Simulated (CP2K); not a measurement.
# CHF2S (SMILES F[C](F)S): a first try and a second

Aim: energy and gradient of CHF2S at IPEA1-xTB.

The results are computed with CP2K 2026.2.

5 further runs of the same task are left out: 1 that didn't finish, 4 set aside as unsound or not needed.

### Step 1. The system as given

The species is CHF2S (5 atoms), meant as a doublet with charge 0. As SMILES, `F[C](F)S`. The coordinates come from a GFN2-xTB relaxation. This is one conformer, not always the lowest.

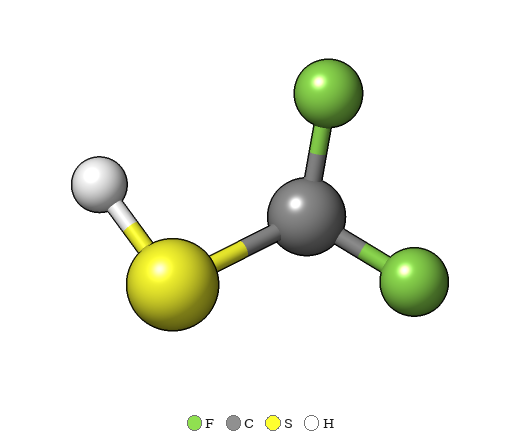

The structure, seen from a chosen angle (fluorine green, carbon grey, sulfur yellow, hydrogen white).

### Step 2. First attempt

File molecule.xyz:

```xyz
5

F      1.059930     0.084330     0.946710
C      0.237900    -0.492110     0.056920
F     -0.201370    -1.651490     0.543360
S     -0.976730     0.526160    -0.679570
H     -0.119740     1.533120    -0.867410
```

File mol.inp:

```
&GLOBAL
 PROJECT_NAME mol
 RUN_TYPE ENERGY_FORCE
 PRINT_LEVEL MEDIUM
&END
&FORCE_EVAL
 METHOD QS
 &DFT
  MULTIPLICITY 2
  UKS T
  &QS
   METHOD DFT
   EPS_DEFAULT 1.0E-10
   &XTB
    GFN_TYPE TBLITE
    &TBLITE
     METHOD IPEA1
    &END
    CHECK_ATOMIC_CHARGES F
   &END
  &END
  &POISSON
   PERIODIC NONE
   POISSON_SOLVER ANALYTIC
  &END
  &SCF
   SCF_GUESS ATOMIC
   EPS_SCF 1.0E-06
   MAX_SCF 150
   ADDED_MOS 8
   &DIAGONALIZATION
    ALGORITHM STANDARD
   &END
   &MIXING
    METHOD DIRECT_P_MIXING
    ALPHA 0.4
   &END
   &SMEAR ON
    METHOD FERMI_DIRAC
    ELECTRONIC_TEMPERATURE [K] 300
   &END
  &END
  &PRINT
   &MOMENTS
    PERIODIC F
    REFERENCE COM
    MAX_MOMENT 1
   &END
   &MO ON
    ENERGIES T
    OCCUPATION_NUMBERS T
    NDIGITS 6
    &EACH
     QS_SCF 0
    &END
    ADD_LAST NUMERIC
   &END
   &HIRSHFELD OFF
   &END
  &END
 &END
 &SUBSYS
  &CELL
   ABC 14 15.2 13.8
   PERIODIC NONE
  &END
  &TOPOLOGY
   COORD_FILE_NAME molecule.xyz
   COORD_FILE_FORMAT XYZ
   &CENTER_COORDINATES
   &END
  &END
 &END
 &PRINT
  &FORCES ON
  &END
 &END
&END
```

Command:

```sh
OMP_NUM_THREADS=1 cp2k.psmp mol.inp > mol.out
```

Standard output:

```text
*******************************************************************************
 *   ___                                                                       *
 *  /   \                                                                      *
 * [ABORT]                                                                     *
 *  \___/                    invalid value for enumeration:DFT                 *
 *    |                                                                        *
 *  O/|                                                                        *
 * /| |                                                                        *
 * / \                                     input/input_enumeration_types.F:215 *
 *******************************************************************************

 ===== Routine Calling Stack =====

            6 val_create_parsing
            5 section_vals_parse
            4 section_vals_parse
            3 section_vals_parse
            2 section_vals_parse
            1 read_input
```

Run time: 0.81 s. Hardware: 1 thread of Intel Xeon Platinum 8375C at 2.90GHz (Ice Lake), shared host; peak memory 0.16 GiB.

### Step 3. Reading the log

The input was rejected.

The telling line is `\___/                    invalid value for enumeration:DFT`. What is wrong: the keyword for the method is given a word that it doesn't take.

### Step 4. Second attempt

molecule.xyz is that of step 2.

File mol.inp:

```
&GLOBAL
    PROJECT mol
    RUN_TYPE ENERGY_FORCE
    PRINT_LEVEL MEDIUM
&END GLOBAL

&FORCE_EVAL
    METHOD QUICKSTEP
    &DFT
        MULTIPLICITY 2
        SPIN_POLARIZED T
        ! Quickstep
        &QS
            METHOD XTB
            EPS_DEFAULT 1.0E-10
            &XTB
                GFN_TYPE TBLITE
                &TBLITE
                    METHOD IPEA1
                &END TBLITE
                CHECK_ATOMIC_CHARGES F
            &END XTB
        &END QS
        &POISSON
            PERIODIC NONE
            POISSON_SOLVER ANALYTIC
        &END POISSON
        &SCF
            SCF_GUESS ATOMIC
            EPS_SCF 1.0E-06
            MAX_SCF 150
            ADDED_MOS 8
            LEVEL_SHIFT 0.1
            &DIAGONALIZATION
                ALGORITHM STANDARD
            &END DIAGONALIZATION
            &MIXING
                METHOD DIRECT_P_MIXING
                ALPHA 0.4
            &END MIXING
            &SMEAR ON
                METHOD FERMI_DIRAC
                ELECTRONIC_TEMPERATURE [K] 300
            &END SMEAR
        &END SCF
        ! extra output
        &PRINT
            &MOMENTS
                PERIODIC F
                REFERENCE COM
                MAX_MOMENT 1
            &END MOMENTS
            &MO ON
                ENERGIES T
                OCCUPATION_NUMBERS T
                NDIGITS 6
                &EACH
                    QS_SCF 0
                &END EACH
                ADD_LAST NUMERIC
            &END MO
            &HIRSHFELD OFF
            &END HIRSHFELD
        &END PRINT
    &END DFT
    &SUBSYS
        &CELL
            ABC 14 15.2 13.8
            PERIODIC NONE
        &END CELL
        &TOPOLOGY
            COORD_FILE_NAME molecule.xyz
            COORD_FILE_FORMAT XYZ
            &CENTER_COORDINATES
            &END CENTER_COORDINATES
        &END TOPOLOGY
    &END SUBSYS
    ! extra output
    &PRINT
        &FORCES ON
        &END FORCES
    &END PRINT
&END FORCE_EVAL
```

Command:

```sh
OMP_NUM_THREADS=1 cp2k.psmp mol.inp > mol.out
```

Standard output:

```text
CP2K| version string:                                       CP2K version 2026.2
[...]
 GLOBAL| Method name                                                        CP2K
[...]
 GLOBAL| Run type                                                   ENERGY_FORCE
[...]
                             - Atoms:                                          5
[...]
                             - Spherical basis functions:                     26
[...]
 Number of electrons:                                                         13
[...]
  *** SCF run converged in    29 steps ***
[...]
  Fermi energy:                                                -0.35220591109974
[...]
 TB_DIPOLE| Moment [Debye]         -0.18958575       1.45798170      -1.38053047
 TB_DIPOLE| Derivative [a.u.]       0.00000000       0.00000000       0.00000000
[...]
 ENERGY| Total FORCE_EVAL ( QS ) energy [hartree]            -17.440124512693313
 FORCES| Atomic forces [hartree/bohr]
 FORCES|   Atom     x               y               z               |f|
 FORCES|      1 -9.46208506E-03 -8.10853519E-05 -1.18630252E-02   1.51746168E-02
 FORCES|      2  5.52526582E-04 -2.16332854E-03  1.17780022E-02   1.19877693E-02
 FORCES|      3 -1.94323319E-03  1.13452840E-02 -8.84251159E-03   1.45148764E-02
 FORCES|      4  2.08339055E-02  4.73120088E-04  7.49396164E-03   2.21457653E-02
 FORCES|      5 -9.98111383E-03 -9.57399023E-03  1.43357294E-03   1.39046414E-02
 FORCES| Sum    -4.68375339E-17  2.13370988E-16  2.71050543E-17
 FORCES| Total atomic force                                       2.20126366E-16
[...]
```

Run time: 0.93 s. Hardware: 1 thread of Intel Xeon Platinum 8375C at 2.90GHz (Ice Lake), shared host; peak memory 0.19 GiB.

### Step 5. What came out

At IPEA1-xTB:

| quantity | value |
| --- | --- |
| total energy | -17.44012 Eh |
| dipole moment (from atomic charges alone) | 2.02 D |
| HOMO energy (highest over α and β) | -9.81 eV |
| LUMO energy (lowest over α and β) | -9.36 eV |
| largest force on an atom | 1.139 eV/Å |

What this shows: The dipole comes from point charges on the atoms alone, without atomic dipoles, so it is partial. The largest force is 1.14 eV/Å: the shape isn't a stationary point for this species at this level.
